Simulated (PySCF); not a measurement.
**NMR shielding calculation, with input and output: C5H7F**

- system: C5H7F, SMILES FC=C1CCC1
- method: GIAO PBE0/6-31G NMR shielding, non-relativistic, gas phase (PySCF 2.14.0)

The geometry comes from this level: PBE0-D3(BJ)/def2-SVP. Figures and captions count atoms from 1; the log counts them from 0 in places.

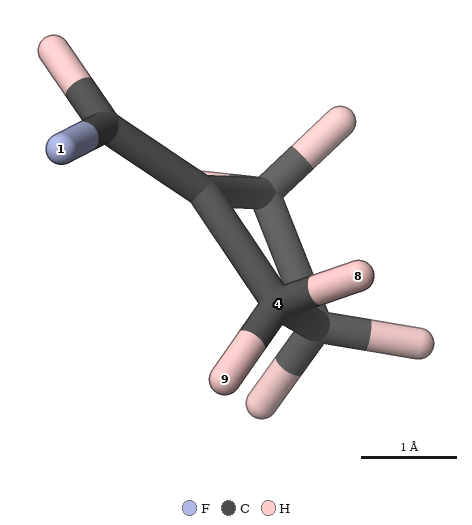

The structure as given in the input (stick view, seen at a tilt; atoms are numbered from 1 in the order of the input).

Key numbers:

- outcome: converged
- total energy: −294.123777 hartree
- HOMO: −6.64 eV
- LUMO: 0.78 eV
- dipole moment: 1.94 D
- isotropic shielding, F: 317.0 ppm
- isotropic shielding, C: 60.0 to 178.8 ppm
- isotropic shielding, H: 26.0 to 30.7 ppm
- hardware: 1 CPU thread, shared host
- wall time: 5.4 s
- peak memory: 0.5 GiB

Input file:
```
{"job": {"kind": "nmr", "xc": "PBE0", "basis": "6-31G", "pop": true}, "charge": 0, "multiplicity": 1}
F      2.461982    -1.361055     0.716258
C      1.826978    -0.184670     0.725417
C      0.651127    -0.018040     0.135397
C     -0.309638    -0.963688    -0.540400
C     -1.418139     0.091946    -0.300212
C     -0.328684     1.130368     0.072639
H      2.373885     0.594566     1.264598
H     -0.080822    -1.105176    -1.610107
H     -0.435692    -1.957230    -0.083881
H     -2.053261    -0.164590     0.559799
H     -2.065503     0.337291    -1.153996
H     -0.111808     1.828242    -0.753511
H     -0.479783     1.719917     0.990207
```

The first line tells a small driver script what to run in PySCF; the rest is the geometry in Å.

Command:
```bash
OMP_NUM_THREADS=1 python <driver script> task.json out
```

Log:
```
coarse grid: 10856 points
cycle   1  E = -294.1143468682  dE =  8.300e-01  |g| = 4.652e-01  |ddm| = 3.312e+00
cycle   2  E = -294.0833378092  dE =  3.101e-02  |g| = 6.289e-01  |ddm| = 1.123e+00
cycle   3  E = -294.1599550349  dE = -7.662e-02  |g| = 5.323e-02  |ddm| = 6.486e-01
cycle   4  E = -294.1605523642  dE = -5.973e-04  |g| = 2.788e-02  |ddm| = 8.256e-02
cycle   5  E = -294.1607327751  dE = -1.804e-04  |g| = 9.887e-03  |ddm| = 3.257e-02
cycle   6  E = -294.1607561444  dE = -2.337e-05  |g| = 1.125e-03  |ddm| = 1.349e-02
cycle   7  E = -294.1607564241  dE = -2.797e-07  |g| = 4.229e-04  |ddm| = 2.123e-03
final grid: 105248 points
cycle   8  E = -294.1237631135  dE = -1.225e-05  |g| = 7.370e-03  |ddm| = 2.038e-02
cycle   9  E = -294.1237541905  dE =  8.923e-06  |g| = 9.951e-03  |ddm| = 1.945e-02
cycle  10  E = -294.1237762560  dE = -2.207e-05  |g| = 1.459e-03  |ddm| = 1.208e-02
cycle  11  E = -294.1237767543  dE = -4.983e-07  |g| = 1.805e-04  |ddm| = 1.517e-03
cycle  12  E = -294.1237767613  dE = -7.030e-09  |g| = 7.583e-05  |ddm| = 2.264e-04
cycle  13  E = -294.1237767626  dE = -1.241e-09  |g| = 1.502e-05  |ddm| = 9.159e-05
cycle  14  E = -294.1237767626  dE = -5.934e-11  |g| = 3.953e-06  |ddm| = 2.338e-05
```

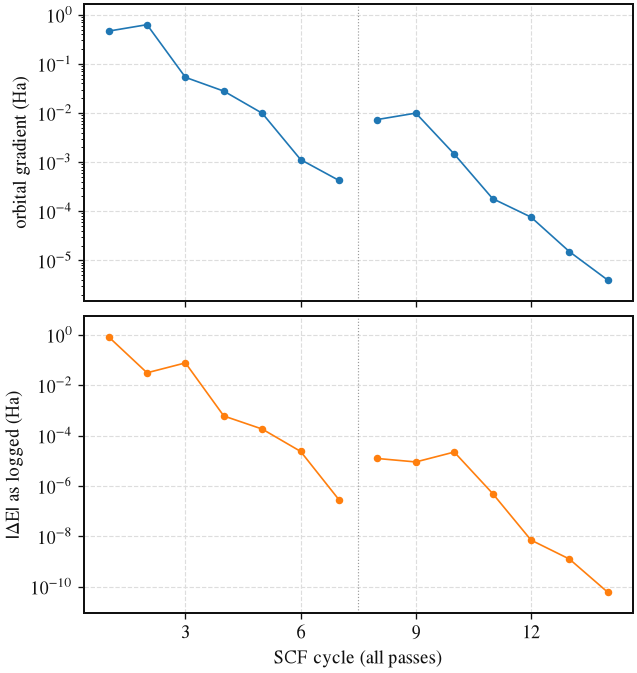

Convergence of the self-consistent field: orbital gradient and size of the energy change against the SCF cycle. The dotted line marks the change from a coarse to the final integration grid. The first 7 cycles use a coarse grid, the final grid takes over at cycle 8, and the field converges after 14 cycles in all.

```
converged SCF energy = -294.1237767626

GIAO shielding tensors (ppm)
atom      isotropic    diamagn.    paramagn.     s11        s22        s33       span
  0 F      317.026     470.174    -153.148    233.166    282.093    435.819    202.653
  1 C       60.041     252.466    -192.425    -23.090     97.856    105.358    128.447
  2 C       78.788     254.639    -175.850     -7.833     86.757    157.442    165.275
  3 C      171.635     246.315     -74.680    160.428    166.911    187.567     27.139
  4 C      178.798     248.388     -69.590    166.300    177.204    192.891     26.591
  5 C      172.125     246.045     -73.920    158.324    171.645    186.405     28.081
  6 H       25.951      28.993      -3.042     23.596     25.670     28.588      4.992
  7 H       29.670      29.407       0.263     26.203     27.834     34.974      8.771
  8 H       29.796      29.494       0.301     25.801     28.088     35.498      9.696
  9 H       30.338      29.874       0.464     27.330     27.963     35.721      8.391
 10 H       30.747      29.752       0.996     27.197     27.849     37.196      9.999
 11 H       29.702      29.296       0.406     26.442     27.570     35.094      8.652
 12 H       30.093      29.424       0.668     26.351     27.723     36.204      9.853
```

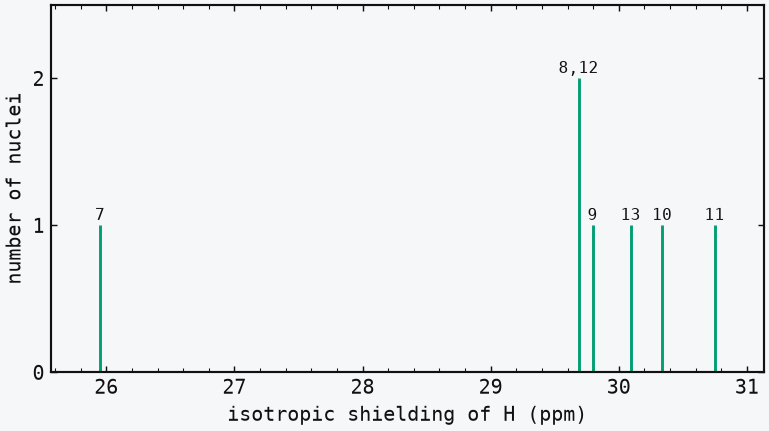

Isotropic shieldings of the hydrogen nuclei in this fixed geometry, labelled by atom number; shielding grows to the right, so chemical shift grows to the left. The least shielded is H7 (26.0 ppm), the most shielded H11 (30.7 ppm).

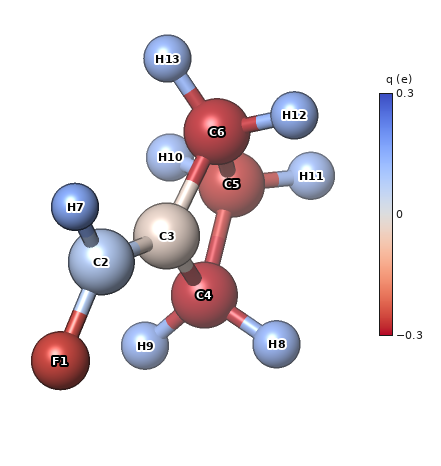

IAO charges, as the colour of each atom (ball-and-stick view, seen at a tilt; atoms are numbered from 1 in the order of the input). By element: F −0.26, C −0.28 to +0.08 and H +0.14 to +0.15 e.
